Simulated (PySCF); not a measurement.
**TeNBr: singlet, from a linear start**

The task is one start of a wider search on TeNBr: the singlet, from a linear start. It is relaxed, tested by its Hessian and followed downhill if it is a saddle.

Method: PBE0, basis Te def2-TZVP with ECP28, N def2-TZVP, Br def2-TZVP, scalar-relativistic core potentials, no spin–orbit coupling, density fitting; program: PySCF 2.14.0.

**1. Where the work starts**

3 atoms, charge 0, spin multiplicity 1.

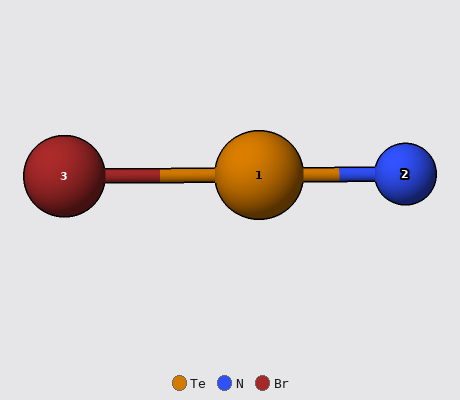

The starting geometry (tellurium orange, nitrogen blue, bromine red); atoms are numbered from 1 in the order of the file.

```xyz
3
charge 0 multiplicity 1
Te    0.0000    0.0000   -0.7673
N     0.0000    0.0000   -2.6473
Br    0.0000    0.0000    1.7327
```

**2. Linear start, singlet: relaxation**

One driver script runs all steps and calls PySCF; scf.py shows how it sets up the SCF of each step. The optimiser is the driver's own. Before each start the driver seeks the lowest SCF state from one or more starting densities and follows internal instabilities, so scf.py alone need not reach the same state.

The program finds C∞v symmetry in the start, which this walk keeps.

scf.py

```python
from pyscf import gto, scf, dft
mol = gto.M(atom='''
Te     0.000000     0.000000    -0.767275
N      0.000000     0.000000    -2.647275
Br     0.000000     0.000000     1.732725''',
    basis={'Te': 'def2-TZVP', 'N': 'def2-TZVP', 'Br': 'def2-TZVP'},
    ecp={'Te': 'def2-TZVP'},
    charge=0, spin=0)
mf = dft.RKS(mol, xc='PBE0')
mf.grids.atom_grid = (50, 194)
aux = {'Te': 'def2-universal-JKFIT', 'N': 'def2-universal-JKFIT', 'Br': 'def2-universal-JKFIT'}
mf = mf.density_fit(auxbasis=aux)
mf.kernel()
```

Steps of the walk:

| step | energy (Eh) | change (kJ/mol) | largest symmetric gradient (Eh/bohr) |
| --- | --- | --- | --- |
| 0 | -2896.472503 | 0.00 | 0.08485 |
| 1 | -2896.484925 | -32.62 | 0.01731 |
| 2 | -2896.486573 | -36.94 | 0.00911 |
| 3 | -2896.486784 | -37.49 | 0.00252 |
| 4 | -2896.486794 | -37.52 | 0.00030 |
| 5 | -2896.486794 | -37.52 | 0.00001 |

The walk ran for 10 s (4 threads, shared host).

Geometry (Å) and forces (eV/Å) at some steps:

```
step 0
Te   0.000   0.000  -0.767   0.000   0.000  -4.363
N    0.000   0.000  -2.647   0.000   0.000   1.724
Br   0.000   0.000   1.733   0.000   0.000   2.639
step 1
Te   0.000   0.000  -0.846   0.000   0.000  -0.654
N    0.000   0.000  -2.654   0.000   0.000  -0.236
Br   0.000   0.000   1.818   0.000   0.000   0.890
step 3
Te   0.000   0.000  -0.886   0.000   0.000   0.094
N    0.000   0.000  -2.691   0.000   0.000  -0.130
Br   0.000   0.000   1.895   0.000   0.000   0.036
step 5
Te   0.000   0.000  -0.887   0.000   0.000   0.001
N    0.000   0.000  -2.694   0.000   0.000   0.000
Br   0.000   0.000   1.900   0.000   0.000   0.000
```

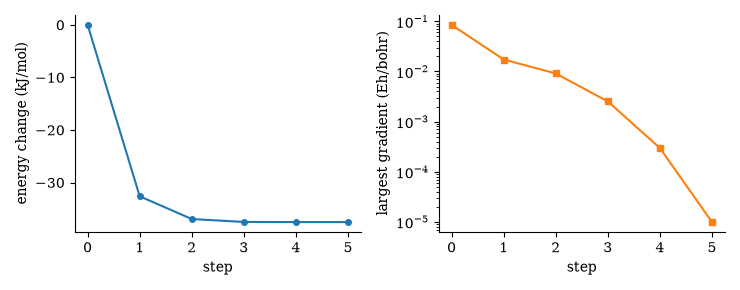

Energy and largest gradient along the walk.

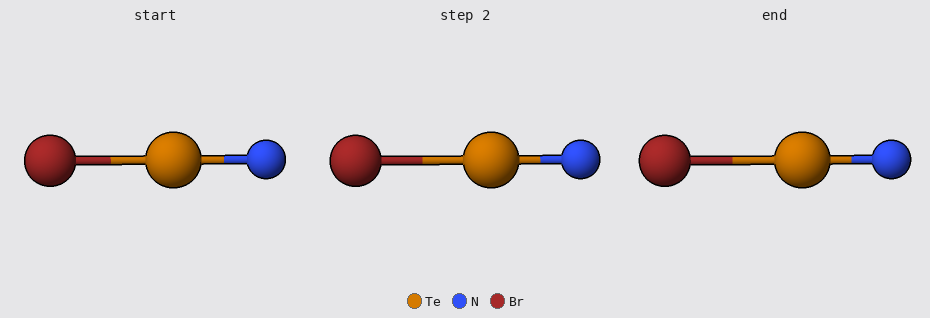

Start and end of the relaxation, with a step between.

After 5 steps and 37.5 kJ/mol it ends at C∞v: Te–Br 2.787 Å, Te–N 1.807 Å; Br–Te–N 180.0°.

**3. Vibrations and properties at this point**

On the finer grid the gradient is checked again; gradients at displacements of ±0.01 bohr then give force constants and infrared intensities.

Changes to scf.py since step 2:

```diff
@@ -3,3 +3,3 @@
-Te     0.000000     0.000000    -0.767275
-N      0.000000     0.000000    -2.647275
-Br     0.000000     0.000000     1.732725''',
+Te    -0.000000    -0.000000    -0.873204
+N      0.000000    -0.000000    -2.680449
+Br     0.000000     0.000000     1.912911''',
@@ -10 +10 @@
-mf.grids.atom_grid = (50, 194)
+mf.grids.atom_grid = (75, 302)
```

The driver hands on the density of the step before, so the log starts near convergence.

SCF at the final geometry:

```text
init E= -2896.4867685409
  HOMO = -0.270611951618448  LUMO = -0.173201270823827  gap/eV = 2.65068
cycle= 1 E= -2896.48676853347  delta_E= 7.43e-09  |g|= 0.000166  |ddm|= 0.000183
  HOMO = -0.270596143797922  LUMO = -0.17323297708337  gap/eV = 2.64939
cycle= 2 E= -2896.48676835944  delta_E= 1.74e-07  |g|= 0.000825  |ddm|= 0.000753
  HOMO = -0.270604407838724  LUMO = -0.173209786413376  gap/eV = 2.65024
cycle= 3 E= -2896.48676854021  delta_E= -1.81e-07  |g|= 6.18e-05  |ddm|= 0.000594
  HOMO = -0.270607842698427  LUMO = -0.173207673285193  gap/eV = 2.65039
cycle= 4 E= -2896.48676854143  delta_E= -1.22e-09  |g|= 5.06e-07  |ddm|= 7.38e-05
  HOMO = -0.270607807650914  LUMO = -0.173207632562769  gap/eV = 2.65039
cycle= 5 E= -2896.48676854142  delta_E= 1.36e-12  |g|= 1.08e-07  |ddm|= 4.5e-07
  HOMO = -0.27060779859358  LUMO = -0.173207652879219  gap/eV = 2.65039
Extra cycle  E= -2896.48676854142  delta_E= 3.18e-12  |g|= 4.76e-07  |ddm|= 4.56e-07
converged SCF energy = -2896.48676854142
```

The whole step took 21 s.

Geometry: C∞v; Te–Br 2.786 Å, Te–N 1.807 Å; Br–Te–N 180.0°.

Harmonic modes (main isotopes):

```json
{"symmetry": "π", "ω (cm⁻¹)": "214i", "IR (km/mol)": "23.5", "μ (u)": "18.33"}
{"symmetry": "σ+", "ω (cm⁻¹)": "177", "IR (km/mol)": "31.7", "μ (u)": "78.61"}
{"symmetry": "σ+", "ω (cm⁻¹)": "936", "IR (km/mol)": "34.4", "μ (u)": "15.24"}
```

2 modes are imaginary, the largest at 214i cm⁻¹: a saddle point, not a minimum.

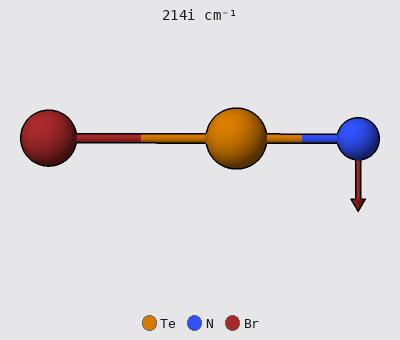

The imaginary mode, as arrows.

Properties at this point:

* Dipole moment: 2.15 D
* Highest occupied level: -7.36 eV
* Lowest empty level: -4.71 eV
* Rotational constants: 0.03451 cm⁻¹
* Zero-point energy (real modes): 6.7 kJ/mol
* Principal polarisabilities: 40.1, 40.1, 134.7 bohr³
* Atomisation energy without zero-point energy: 358 kJ/mol
* Principal traceless quadrupole moments about the centre of mass: -15.04, 7.52, 7.52 D Å

Charges (e) and bond orders:

```tsv
atom	Mulliken	Löwdin	polar tensor	Mayer order to Te1
Te1	0.75	0.72	1.06	–
N2	-0.33	-0.40	-0.40	2.56
Br3	-0.42	-0.32	-0.67	0.78
```

Mulliken populations on Te1 (outside its core potential): s 3.96, p 8.95, d 10.30, f 0.03.

**4. Following the imaginary mode**

The atoms are moved a little along the softest imaginary mode and relaxed again.

The program finds Cs symmetry in the start, which this walk keeps. Threshold on the gradient: 0.0003 Eh/bohr, with a further test on the energy change.

Changes to scf.py since step 3:

```diff
@@ -3,3 +3,3 @@
-Te    -0.000000    -0.000000    -0.873204
-N      0.000000    -0.000000    -2.680449
-Br     0.000000     0.000000     1.912911''',
+Te    -0.000317    -0.021323    -0.873180
+N      0.001784     0.119987    -2.680425
+Br     0.000205     0.013810     1.912936''',
@@ -10 +10 @@
-mf.grids.atom_grid = (75, 302)
+mf.grids.atom_grid = (50, 194)
```

Steps of the walk:

```csv
step,energy (Eh),change (kJ/mol),largest symmetric gradient (Eh/bohr)
0,-2896.487594,0.00,0.00821
1,-2896.490788,-8.39,0.01632
2,-2896.498795,-29.41,0.02876
3,-2896.507474,-52.19,0.03647
4,-2896.523591,-94.51,0.03100
5,-2896.527642,-105.15,0.02945
6,-2896.527634,-105.12,0.02603
7,-2896.529605,-110.30,0.00156
8,-2896.529617,-110.33,0.00034
9,-2896.529617,-110.33,0.00006
```

The walk took 18 s.

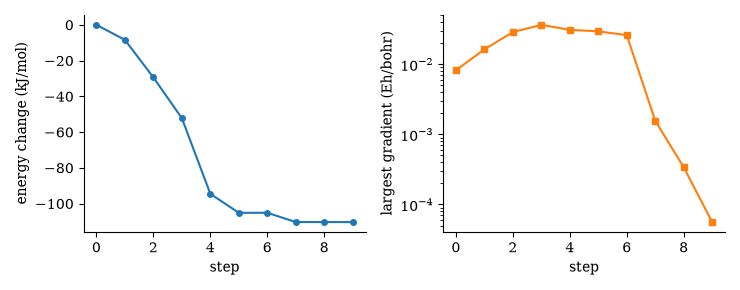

Energy and largest gradient along the walk.

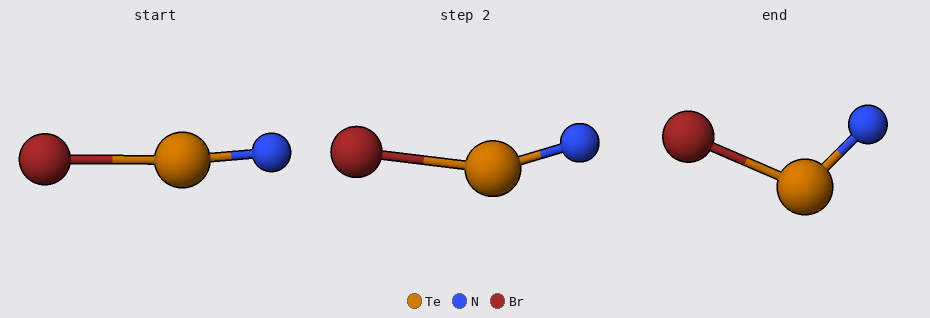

Start and end of the relaxation, with a step between.

After 9 steps and 110.3 kJ/mol it ends at Cs: Te–Br 2.576 Å, Te–N 1.798 Å; Br–Te–N 111.8°.

**5. Vibrations and properties at this point**

The same treatment as at the point before.

Changes to scf.py since step 4:

```diff
@@ -3,3 +3,3 @@
-Te    -0.000317    -0.021323    -0.873180
-N      0.001784     0.119987    -2.680425
-Br     0.000205     0.013810     1.912936''',
+Te    -0.006644    -0.446841    -0.754148
+N      0.012088     0.812932    -2.037404
+Br     0.008784     0.590750     1.602688''',
@@ -10 +10 @@
-mf.grids.atom_grid = (50, 194)
+mf.grids.atom_grid = (75, 302)
```

Log of the central SCF (cycles and frontier levels):

```text
init E= -2896.52949474851
  HOMO = -0.28237945074047  LUMO = -0.146769387226876  gap/eV = 3.69014
cycle= 1 E= -2896.52949474813  delta_E= 3.82e-10  |g|= 4.25e-05  |ddm|= 4.6e-05
  HOMO = -0.282371332747576  LUMO = -0.146764001527507  gap/eV = 3.69006
cycle= 2 E= -2896.52949474146  delta_E= 6.67e-09  |g|= 0.00017  |ddm|= 0.000154
  HOMO = -0.282378725845163  LUMO = -0.146769571319421  gap/eV = 3.69011
cycle= 3 E= -2896.52949474851  delta_E= -7.05e-09  |g|= 1.1e-05  |ddm|= 0.000124
  HOMO = -0.282378233834973  LUMO = -0.14676872912705  gap/eV = 3.69012
cycle= 4 E= -2896.52949474856  delta_E= -5.18e-11  |g|= 1.28e-06  |ddm|= 1.12e-05
  HOMO = -0.282378265817889  LUMO = -0.146768888578299  gap/eV = 3.69012
Extra cycle  E= -2896.52949474855  delta_E= 1.55e-11  |g|= 2.48e-06  |ddm|= 3.87e-06
converged SCF energy = -2896.52949474855
```

The whole step took 29 s.

Geometry: Cs; Te–Br 2.575 Å, Te–N 1.798 Å; Br–Te–N 111.8°.

Harmonic modes (main isotopes):

| symmetry | ω (cm⁻¹) | IR (km/mol) | μ (u) | type |
| --- | --- | --- | --- | --- |
| a' | 167 | 2.6 | 18.56 | bend |
| a' | 230 | 45.9 | 62.35 | mixed |
| a' | 943 | 22.5 | 15.30 | stretch |

No imaginary mode, so this is a minimum.

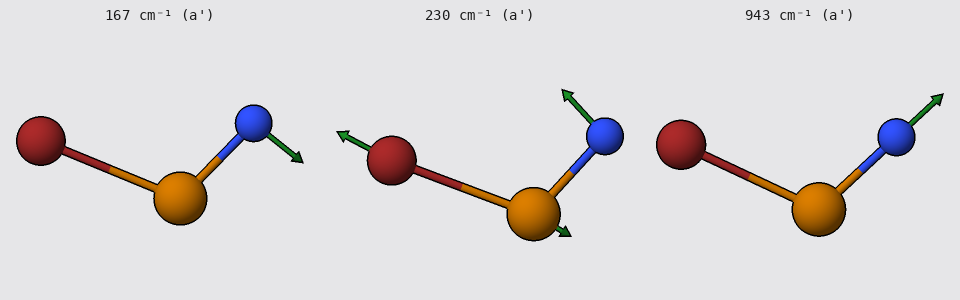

How the atoms move in 3 of the modes.

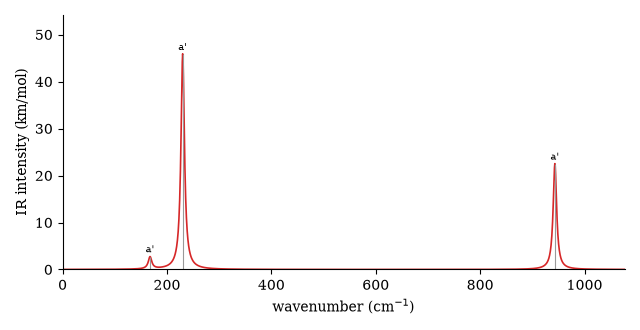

The harmonic infrared spectrum (widths in cm⁻¹). Lines are broadened to a width of 8 cm⁻¹ (Lorentzian).

Properties at this point:

| Quantity | Value |
| --- | --- |
| Dipole moment | 3.20 D |
| Highest occupied level | -7.68 eV |
| Lowest empty level | -3.99 eV |
| Rotational constants | 0.516, 0.04621, 0.04241 cm⁻¹ |
| Zero-point energy | 8.0 kJ/mol |
| Principal polarisabilities | 38.7, 53.3, 94.8 bohr³ |
| Atomisation energy without zero-point energy | 470 kJ/mol |
| Principal traceless quadrupole moments about the centre of mass | -10.27, 4.90, 5.37 D Å |
| Entropy at 298.15 K and 1 bar | 307.4 J/(mol K) |
| Heat capacity Cp at 298.15 K | 50.5 J/(mol K) |
| Enthalpy at 298.15 K above 0 K | 13.00 kJ/mol |
| Rotational symmetry number | 1 |

Populations by atom (charges in e):

| atom | Mulliken | Löwdin | polar tensor | Mayer order to Te1 |
| --- | --- | --- | --- | --- |
| Te1 | 0.70 | 0.63 | 0.86 | – |
| N2 | -0.41 | -0.47 | -0.31 | 2.47 |
| Br3 | -0.29 | -0.16 | -0.55 | 0.90 |

Outer orbital energies (eV). occupied: -21.38, -16.35, -10.95, -9.94, -9.86, -8.43, -8.40, -7.68; empty: -3.99, -2.53, -0.44, 3.00.

Mulliken populations on Te1 (outside its core potential): s 3.88, p 9.08, d 10.28, f 0.06.

**6. All stationary points**

| spin | group | bonds | imaginary modes (cm⁻¹) | ΔE (kJ/mol) | with zero-point energy |
| --- | --- | --- | --- | --- | --- |
| singlet | Cs | Te–Br 2.575 Å, Te–N 1.798 Å | none | 0.0 | 0.0 |
| singlet | C∞v | Te–Br 2.786 Å, Te–N 1.807 Å | 214i, 214i | 112.2 | – |

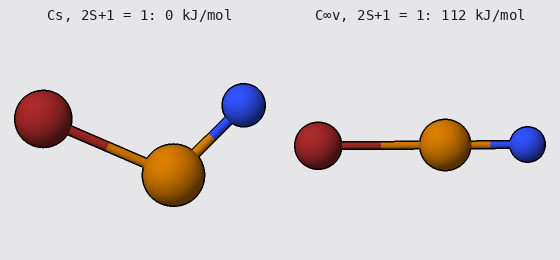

The points, lowest first (tellurium orange, nitrogen blue, bromine red).

**7. Summary of results**

```
                                 quantity                                        value
                                  minimum                                  singlet, Cs
                                 geometry  Te–Br 2.575 Å, Te–N 1.798 Å; Br–Te–N 111.8°
                       wavenumbers (cm⁻¹)                 167 (a'), 230 (a'), 943 (a')
                            dipole moment                                       3.20 D
     highest occupied, lowest empty level                              -7.68, -3.99 eV
               polar-tensor charge of Te1                                      +0.86 e
                        zero-point energy                                   8.0 kJ/mol
                      entropy at 298.15 K                              307.4 J/(mol K)
atomisation energy (no zero-point energy)                                   470 kJ/mol
```

In words: The linear start (C∞v) ends in a minimum of Cs symmetry, after a stop at a second-order saddle point 112.2 kJ/mol higher, from which it was pushed off along an imaginary mode. The strongest infrared band lies at 230 cm⁻¹ (a', mixed). Other starts or spin states, not run here, may lie lower. Spin–orbit coupling is left out.

The search up to here ran for 80 s (4 threads, shared host).
